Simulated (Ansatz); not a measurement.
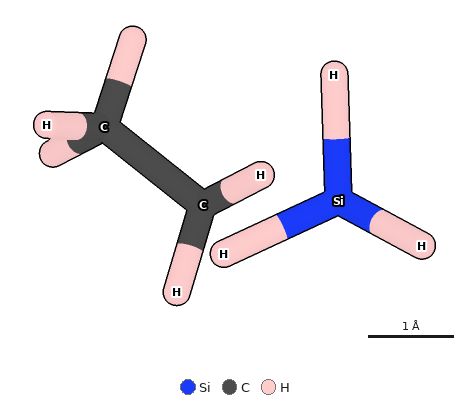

The structure as given in the input (stick view, seen at a tilt). Bond lengths as drawn: C–C 1.52 Å, C–H 1.10 to 1.11 Å and H–Si 1.51 to 1.52 Å.

# Phonon calculation, with input and output: C$_{2}$H$_{8}$Si

- system: C$_{2}$H$_{8}$Si
- method: RKS PBE/def2-SVP (Ansatz 0.2.0)

It belongs to a series of runs on one base structure; here: vibrations at the highest image of the band.

Input file:
```yaml
crystal:
  periodic: [false, false, false]
  atoms:
    - { symbol: Si, position_ang: [-1.460497, 1.256482, 0.416023] }
    - { symbol: C, position_ang: [0.482765, 0.230158, -0.347004] }
    - { symbol: C, position_ang: [0.49364, -1.273984, -0.152488] }
    - { symbol: H, position_ang: [-1.011286, 0.470249, -0.805051] }
    - { symbol: H, position_ang: [-0.684825, 2.548302, 0.518331] }
    - { symbol: H, position_ang: [-1.220161, 0.4873, 1.6914] }
    - { symbol: H, position_ang: [1.132034, 0.774726, 0.360352] }
    - { symbol: H, position_ang: [0.75672, 0.543957, -1.374404] }
    - { symbol: H, position_ang: [1.486062, -1.697391, -0.420552] }
    - { symbol: H, position_ang: [-0.25964, -1.787369, -0.786368] }
    - { symbol: H, position_ang: [0.285287, -1.552432, 0.89966] }
basis:
  gaussian: { orbitals: def2-SVP }
hamiltonian:
  xc: pbe
phonons: {}
```

Launched with:
```bash
ansatz run input.yaml --threads 2 --pin off --max-ram 3072MiB --backend cpu --events-out ev --progress --plain --runs-dir out
```

Log:
```
Engine: ansatz 0.2.0, aarch64-unknown-linux-gnu
Functional definition: PBE
  parameter kappa = 0.804
  parameter beta = 0.06672455060314922
  exchange = pbe_x(kappa = kappa, mu = beta*pi^2/3)
  correlation = pbe_c(beta = beta)
976 factors; their error is unknown
mean field evaluation 1: about -10056.5068 eV, gradient 6.3e1 eV
mean field evaluation 2: about -10019.8227 eV, gradient 1.2e2 eV
mean field evaluation 4: about -10066.9128 eV, gradient 1.6e1 eV
mean field evaluation 8: about -10067.8499 eV, gradient 1.6e-1 eV
mean field evaluation 16: about -10067.7916 eV, gradient 3.1e-4 eV
mean field -10067.79161419 eV, -369.9845176272 hartree, gradient 4.3e-5 eV, S^2 0.000000; 0 other end points of the search recorded, 0 dependent functions left out
the calculation of the forces begins
reference -10067.79164814 eV, -369.9845188750 hartree; 17, 17 occupied and 69, 69 virtual orbitals, 976 factors
these checks for a lower state are left out or cut short: stability, starts, cluster_reference, orbital_swaps, neighbouring_geometries, increment
976 factors; their error is unknown
mean field -10067.79159507 eV, -369.9845169245 hartree, gradient 1.2e-6 eV, S^2 0.000000; 0 other end points of the search recorded, 0 dependent functions left out
[... from here on the field's lines of each further geometry are left out, up to the last ...]
the calculation of the forces begins
reference -10067.79155578 eV, -369.9845154807 hartree; 17, 17 occupied and 69, 69 virtual orbitals, 976 factors
these checks for a lower state are left out or cut short: stability, starts, cluster_reference, orbital_swaps, neighbouring_geometries, increment
976 factors; their error is unknown
mean field -10067.79152343 eV, -369.9845142917 hartree, gradient 2.0e-6 eV, S^2 0.000000; 0 other end points of the search recorded, 0 dependent functions left out
the calculation of the forces begins
reference -10067.79155738 eV, -369.9845155395 hartree; 17, 17 occupied and 69, 69 virtual orbitals, 976 factors
WARN: phonons: modes at or below zero, which the zero-point energy, F, S and C_V leave out: 1, the lowest at -1058.06 cm⁻¹. A minimum has none, and a first-order saddle one
Total energy: -10067.79164814 eV, -369.9845188750 hartree
Atom 0 at    -1.460497     1.256482     0.416023 Å, force    -0.000551    -0.000170     0.000732 eV/Å
Atom 1 at     0.482765     0.230158    -0.347004 Å, force     0.003910     0.003098    -0.002899 eV/Å
Atom 2 at     0.493640    -1.273984    -0.152488 Å, force     0.002463     0.002781     0.002668 eV/Å
Atom 3 at    -1.011286     0.470249    -0.805051 Å, force    -0.000194     0.000755    -0.000093 eV/Å
Atom 4 at    -0.684825     2.548302     0.518331 Å, force    -0.000209     0.000832    -0.000257 eV/Å
Atom 5 at    -1.220161     0.487300     1.691400 Å, force     0.000006    -0.000553    -0.000190 eV/Å
Atom 6 at     1.132034     0.774726     0.360352 Å, force    -0.001576    -0.002209     0.002067 eV/Å
Atom 7 at     0.756720     0.543957    -1.374404 Å, force    -0.002446    -0.001387    -0.001094 eV/Å
Atom 8 at     1.486062    -1.697391    -0.420552 Å, force    -0.000569    -0.001694     0.000041 eV/Å
Atom 9 at    -0.259640    -1.787369    -0.786368 Å, force    -0.000317    -0.000471    -0.000494 eV/Å
Atom 10 at     0.285287    -1.552432     0.899660 Å, force    -0.000517    -0.000982    -0.000480 eV/Å
Dipole moment:     0.310022    -0.155415    -0.065856 e Å
Vibrations: -1058.06 92.88 210.86 244.95 387.28 589.65 610.37 692.07 853.29 883.72 940.05 971.59 1052.05 1112.39 1187.68 1342.04 1399.38 1410.57 1420.39 2117.13 2148.02 2178.38 2959.82 3020.16 3034.80 3064.17 3105.12 cm⁻¹, zero-point energy 2.295493 eV
```

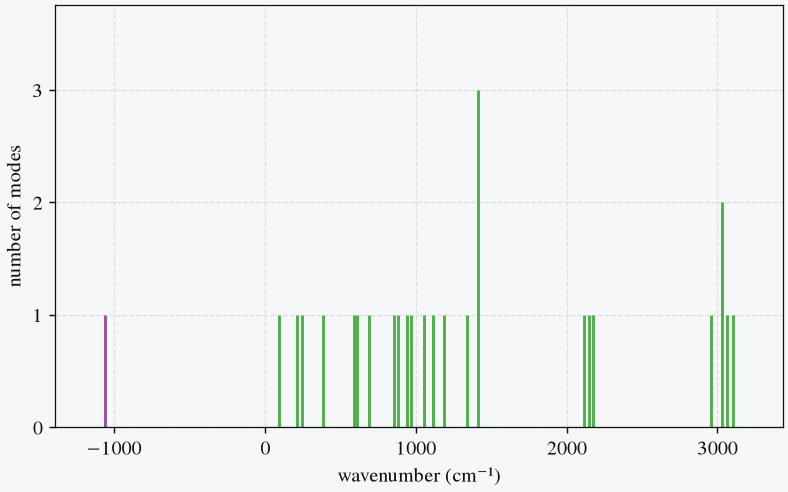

Harmonic vibrational wavenumbers from the force constants; neighbouring modes closer than 19 cm⁻¹ are counted in one stick, and imaginary ones are drawn at negative wavenumbers. 27 modes from 1058i to 3105 cm⁻¹, 1 imaginary beyond 8i (1058i cm⁻¹): a first-order saddle point, if the geometry is stationary.

Summary:

- outcome: converged
- total energy: −10067.7916 eV
- mean-field energy: −10067.7916 eV
- largest force (length of the vector): 0.006 eV/Å
- hardware: 2 threads of Arm Neoverse V1, 24 GiB of memory available, shared host
- wall time: 51 s (CPU time 97 s)
- peak memory: 0.11 GiB
